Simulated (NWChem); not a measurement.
# One shape, several levels: C4H6O2 (3-butenoic acid)

Wanted: a comparison of 6 runs (HF/STO-3G, HF/3-21G, TPSSh/STO-3G, B3LYP/6-31G*, MP2/6-31G) of C4H6O2 (3-butenoic acid). 

The calculation is run with NWChem 7.3.0.

**1. The system as given**

C4H6O2: 12 atoms, total charge 0, spin state singlet. SMILES: `C=CCC(=O)O`. Geometry: relaxed at PBE0-D4/def2-TZVP. This is a higher conformer, about 7 kJ/mol above the lowest found by a separate search.

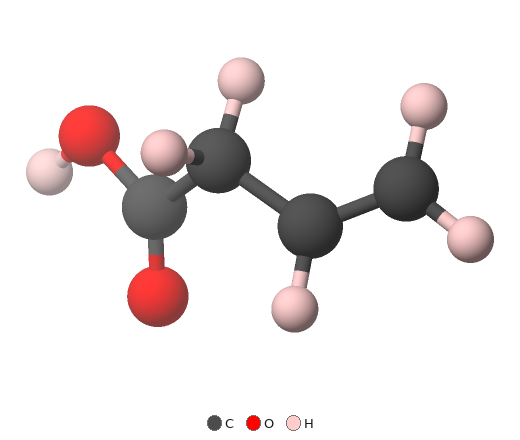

The structure, seen from a chosen angle (carbon dark grey, oxygen red, hydrogen pink).

**2. Energy and forces at HF/STO-3G (run 1)**

Input file input.nw:

```
START input
memory stack 880 mb heap 220 mb global 1100 mb

GEOMETRY noautosym nocenter noautoz
  C      1.590100    -1.276000     0.784200
  C      0.447300    -0.610700     0.846100
  C      0.133800     0.584400     0.012300
  C     -1.224200     0.514600    -0.633000
  O     -2.117700    -0.219900    -0.315400
  O     -1.343200     1.418800    -1.620500
  H      2.380100    -0.990200     0.096400
  H      1.778000    -2.133300     1.419500
  H     -0.332600    -0.927600     1.531800
  H      0.119400     1.491800     0.631900
  H      0.890200     0.756800    -0.756200
  H     -2.244400     1.336300    -1.963200
END

BASIS spherical bse
  * library STO-3G
END

SCF
  thresh 1e-08
  maxiter 80
END

TASK scf gradient
```

On the command line:

```
nwchem input.nw > input.out
```

The program printed:

```text
[...]
  functions       =    36
[...]
  wavefunction    = RHF
[...]
         Total SCF energy =   -300.737327367045
      One-electron energy =   -854.924550375751
      Two-electron energy =    331.141618557303
 Nuclear repulsion energy =    223.045604451403
        Time for solution =      2.7s
[...]
                         RHF ENERGY GRADIENTS
    atom               coordinates                        gradient
                 x          y          z           x          y          z
   1 C       3.004853  -2.411290   1.481923    0.020234  -0.011500  -0.000912
   2 C       0.845274  -1.154056   1.598897   -0.027375   0.032371  -0.011141
   3 C       0.252845   1.104356   0.023244   -0.023978  -0.032420  -0.001164
   4 C      -2.313403   0.972453  -1.196197   -0.006800   0.013329  -0.012592
   5 O      -4.001873  -0.415551  -0.596020    0.033706   0.026111  -0.009727
   6 O      -2.538280   2.681143  -3.062301   -0.020447  -0.038069   0.029108
   7 H       4.497737  -1.871207   0.182170    0.001811   0.001869  -0.003295
   8 H       3.359933  -4.031352   2.682466   -0.001007  -0.001410   0.002134
   9 H      -0.628523  -1.752910   2.894682   -0.000996  -0.001317   0.000559
  10 H       0.225633   2.819093   1.194118   -0.002446   0.004800   0.000977
  11 H       1.682234   1.430145  -1.429011    0.002653   0.002937  -0.002591
[...]
```

Run time: 3.9 s. Hardware: 1 thread of AMD EPYC 9R14 (Zen 4), shared host; peak memory 0.099 GiB.

**3. Energy and forces at HF/3-21G (run 2)**

Input file geom.nw:

```
start geom
title "C4H6O2"
memory stack 880 mb heap 220 mb global 1100 mb

geometry units angstrom noautosym nocenter noautoz
C     1.590100   -1.276000    0.784200
C     0.447300   -0.610700    0.846100
C     0.133800    0.584400    0.012300
C    -1.224200    0.514600   -0.633000
O    -2.117700   -0.219900   -0.315400
O    -1.343200    1.418800   -1.620500
H     2.380100   -0.990200    0.096400
H     1.778000   -2.133300    1.419500
H    -0.332600   -0.927600    1.531800
H     0.119400    1.491800    0.631900
H     0.890200    0.756800   -0.756200
H    -2.244400    1.336300   -1.963200
end

basis "ao basis" spherical bse
* library 3-21G
end

scf
singlet
rhf
thresh 1e-08
maxiter 80
print low
end

task scf gradient
```

On the command line:

```
nwchem geom.nw > geom.out
```

The program printed:

```text
[...]
  functions       =    66
[...]
  wavefunction    = RHF
[...]
         Total SCF energy =   -302.983088089163
      One-electron energy =   -854.912661950850
      Two-electron energy =    328.883969410284
 Nuclear repulsion energy =    223.045604451403
        Time for solution =      3.0s
[...]
                         RHF ENERGY GRADIENTS
    atom               coordinates                        gradient
                 x          y          z           x          y          z
   1 C       3.004853  -2.411290   1.481923    0.004138  -0.002728  -0.000340
   2 C       0.845274  -1.154056   1.598897   -0.003357   0.014483  -0.007729
   3 C       0.252845   1.104356   0.023244   -0.006018  -0.015777   0.004681
   4 C      -2.313403   0.972453  -1.196197   -0.019267   0.008112  -0.013352
   5 O      -4.001873  -0.415551  -0.596020    0.007215   0.002743   0.000380
   6 O      -2.538280   2.681143  -3.062301    0.009495   0.000285   0.002916
   7 H       4.497737  -1.871207   0.182170    0.005432   0.003017  -0.005591
   8 H       3.359933  -4.031352   2.682466    0.000701  -0.006488   0.005031
   9 H      -0.628523  -1.752910   2.894682   -0.006002  -0.002793   0.005946
  10 H       0.225633   2.819093   1.194118   -0.000556   0.005216   0.002562
  11 H       1.682234   1.430145  -1.429011    0.006297   0.001816  -0.003695
[...]
```

Run time: 4.5 s. Hardware: 1 thread of AMD EPYC 9R14 (Zen 4), shared host; peak memory 0.098 GiB.

**4. Energy and gradient at TPSSh/STO-3G (run 3)**

Input file input.nw:

```
echo
start input
title "C4H6O2"
memory stack 880 mb heap 220 mb global 1100 mb

geometry units angstroms noautosym nocenter noautoz
C        1.590100      -1.276000       0.784200
C        0.447300      -0.610700       0.846100
C        0.133800       0.584400       0.012300
C       -1.224200       0.514600      -0.633000
O       -2.117700      -0.219900      -0.315400
O       -1.343200       1.418800      -1.620500
H        2.380100      -0.990200       0.096400
H        1.778000      -2.133300       1.419500
H       -0.332600      -0.927600       1.531800
H        0.119400       1.491800       0.631900
H        0.890200       0.756800      -0.756200
H       -2.244400       1.336300      -1.963200
end

basis spherical bse
* library STO-3G
end

dft
xc xctpssh
grid xfine
convergence energy 1e-08
maxiter 100
mulliken
noprint "final vectors analysis"
end

task dft gradient
```

On the command line:

```
nwchem input.nw > input.out
```

The program printed:

```text
[...]
          Wavefunction type:  closed shell.
          No. of atoms     :    12
          No. of electrons :    46
[...]
          Charge           :     0
          Spin multiplicity:     1
[...]
          AO basis - number of functions:    36
[...]
              XC Information
              --------------
                  TPSS hybrid Method XC Functional
                     Hartree-Fock (Exact) Exchange  0.100
                  TPSS metaGGA Exchange Functional  0.900
             TPSS03 metaGGA Correlation Functional  1.000
[...]
 d= 0,ls=0.0,diis     1   -302.2935715328 -5.25D+02  8.13D-02  1.32D+00     2.4
[...]
 d= 0,ls=0.0,diis    11   -302.5177005100 -2.03D-09  5.90D-07  5.01D-10    18.5
         Total DFT energy =     -302.517700509953
      One electron energy =     -855.107247240105
           Coulomb energy =      370.863521882758
    Exchange-Corr. energy =      -41.319579604009
 Nuclear repulsion energy =      223.045604451403
[...]
      Total Density - Mulliken Population Analysis
     ---------------------------------------------
    Atom       Charge   Shell Charges
 -----------   ------   -------------------------------------------------------
    1 C    6     6.16   1.99  1.17  2.99
    2 C    6     6.07   1.99  1.16  2.92
    3 C    6     6.16   1.99  1.19  2.98
    4 C    6     5.77   1.99  1.07  2.70
    5 O    8     8.24   2.00  1.88  4.36
    6 O    8     8.25   2.00  1.84  4.41
    7 H    1     0.93   0.93
    8 H    1     0.92   0.92
    9 H    1     0.92   0.92
   10 H    1     0.91   0.91
[...]
  wavefunction    = closed shell
[...]
```

It took 23 s on 1 thread of AMD EPYC 9R14 (Zen 4), shared host; peak memory 0.15 GiB.

Runs 4 to 5 aren't shown in full; the table further down has their settings and results.

**5. Energy and gradient at MP2/6-31G (run 6)**

Input file run.py:

```python
from ase import Atoms
from ase.calculators.nwchem import NWChem

mol = Atoms(['C', 'C', 'C', 'C', 'O', 'O', 'H', 'H', 'H', 'H', 'H', 'H'], positions=[
    [1.590100, -1.276000, 0.784200],
    [0.447300, -0.610700, 0.846100],
    [0.133800, 0.584400, 0.012300],
    [-1.224200, 0.514600, -0.633000],
    [-2.117700, -0.219900, -0.315400],
    [-1.343200, 1.418800, -1.620500],
    [2.380100, -0.990200, 0.096400],
    [1.778000, -2.133300, 1.419500],
    [-0.332600, -0.927600, 1.531800],
    [0.119400, 1.491800, 0.631900],
    [0.890200, 0.756800, -0.756200],
    [-2.244400, 1.336300, -1.963200],
])

calc = NWChem(
    label='calc',
    theory='mp2',
    memory='2200 mb',
    basis='6-31G',
    basispar='spherical bse',
    scf={'nopen': '0', 'rhf': None, 'thresh': '1e-08', 'maxiter': '80'},
    mp2={'freeze': 'core 6', 'tight': None},
)
mol.calc = calc

forces = mol.get_forces()
e = mol.get_potential_energy()
print(f"E = {e:.6f} eV")
print("forces (eV/A):")
for s, f in zip(mol.symbols, forces):
    print(f"{s:2s} {f[0]:10.5f} {f[1]:10.5f} {f[2]:10.5f}")
```

On the command line:

```
export ASE_NWCHEM_COMMAND="nwchem PREFIX.nwi > PREFIX.nwo"
python run.py
```

The program printed:

```text
E = -8303.380841 eV
forces (eV/A):
C     1.25264   -0.77411   -0.02119
C    -1.17067    0.28406    0.27382
C     0.02314    0.62509    0.07050
C     3.44888    0.87572    0.49859
O    -3.38198   -2.75242    1.20148
O     0.21716    1.48065   -1.38732
H     0.19093   -0.01208   -0.10315
H     0.12213   -0.15617    0.07672
H    -0.15231   -0.04535    0.14331
H     0.10197    0.21325    0.13221
H     0.16573   -0.01980   -0.19967
H    -0.81761    0.28112   -0.68535
```

The calculator wrote calc.nwi:

```
title "calc"

permanent_dir calc

scratch_dir calc

start calc

geometry units angstrom nocenter noautosym noautoz
  C  1.5901000000000001e+00 -1.2760000000000000e+00 7.8420000000000001e-01
  C  4.4729999999999998e-01 -6.1070000000000002e-01 8.4609999999999996e-01
  C  1.3380000000000000e-01 5.8440000000000003e-01 1.2300000000000000e-02
  C  -1.2242000000000000e+00 5.1459999999999995e-01 -6.3300000000000001e-01
  O  -2.1177000000000001e+00 -2.1990000000000001e-01 -3.1540000000000001e-01
  O  -1.3431999999999999e+00 1.4188000000000001e+00 -1.6205000000000001e+00
  H  2.3801000000000001e+00 -9.9019999999999997e-01 9.6400000000000000e-02
  H  1.7780000000000000e+00 -2.1333000000000002e+00 1.4195000000000000e+00
  H  -3.3260000000000001e-01 -9.2759999999999998e-01 1.5318000000000001e+00
  H  1.1940000000000001e-01 1.4918000000000000e+00 6.3190000000000002e-01
  H  8.9019999999999999e-01 7.5680000000000003e-01 -7.5619999999999998e-01
  H  -2.2444000000000002e+00 1.3363000000000000e+00 -1.9632000000000001e+00
end

memory 2200 mb

basis spherical bse noprint
   * library 6-31G
end

scf
  nopen 0
  rhf
  thresh 1e-08
  maxiter 80
end
mp2
  freeze core 6
  tight
end

task mp2 gradient
```

calc.nwo:

```text
Northwest Computational Chemistry Package (NWChem) 7.3.0
             --------------------------------------------------------

           Job information
           ---------------

    nwchem branch   = 7.3.0
    use scalapack   = T
    input           = calc.nwi
    prefix          = calc.
    data base       = calc/calc.db
    status          = startup
    nproc           =        1

           Memory information
           ------------------

[... 5 lines left out ...]
    hardfail = no
[... 139 lines left out ...]
 Convergence threshold     :          1.000E-08
[... 17 lines left out ...]
      One-electron energy =   -856.739562754331
[... 43 lines left out ...]
                       ROHF Final Molecular Orbital Analysis
[... 418 lines left out ...]
  MP2 natural orbitals output to calc/calc.mp2nos
[... 11 lines left out ...]
                 ----------------------------------------
                 |  Time  |  1-e(secs)   |  2-e(secs)   |
                 ----------------------------------------
                 |  CPU   |       0.00   |       0.76   |
                 ----------------------------------------
                 |  WALL  |       0.00   |       0.76   |
                 ----------------------------------------
 -----------------------
 Task  times  cpu:       18.0s     wall:       18.0s
 Total times  cpu:       18.0s     wall:       18.0s
```

Wall time 19 s (1 thread of AMD EPYC 9R14 (Zen 4), shared host); peak memory 0.18 GiB.

**6. The series**

| run | level | iteration cap | module | energy (Eh) | dipole moment (D) | HOMO energy (eV) | LUMO energy (eV) | wall time |
| --- | --- | --- | --- | --- | --- | --- | --- | --- |
| 1 | HF/STO-3G | 80 | scf | -300.737327 | 0.85 | -8.55 | 8.43 | 3.9 s |
| 2 | HF/3-21G | 80 | scf | -302.983088 | – | – | – | 4.5 s |
| 3 | TPSSh/STO-3G | 100 | dft | -302.517701 | 1.05 | – | – | 23 s |
| 4 | B3LYP/6-31G* (spherical functions) | 100 | dft | -306.465155 | 1.47 | -7.10 | 0.35 | 23 s |
| 5 | B3LYP/6-31G* (Cartesian functions) | 100 | dft | -306.470859 | 1.47 | -7.11 | 0.34 | 23 s |
| 6 | MP2/6-31G | 80 | mp2 | -305.143620 | 1.18 | -10.12 | 4.46 | 19 s |

**7. Results**

```
                                                      quantity          value
                                           run 6: total energy  -305.14362 Eh
run 6: dipole moment (of the density that the program reports)         1.18 D
                    run 6: HOMO energy (Hartree–Fock orbitals)      -10.12 eV
                    run 6: LUMO energy (Hartree–Fock orbitals)        4.46 eV
                  run 6: HOMO–LUMO gap (Hartree–Fock orbitals)       14.58 eV
            run 6: correlation energy (6 core orbitals frozen)     -597.0 mEh
                               run 6: largest force on an atom     4.523 eV/Å
```

**Reading.** Over runs 1, 3, 4, 5, 6 the dipole moment (its size) runs from 0.85 D (HF/STO-3G) to 1.47 D (B3LYP/6-31G*). The two ends differ in method and basis. Over runs 1, 4, 5 the HOMO–LUMO gap runs from 7.45 eV (B3LYP/6-31G*) to 16.98 eV (HF/STO-3G). Totals of different functionals can't be ranked against each other. In runs 1, 3 the basis is minimal, so the values are rough. All runs together took 97 s, the longest 23 s.
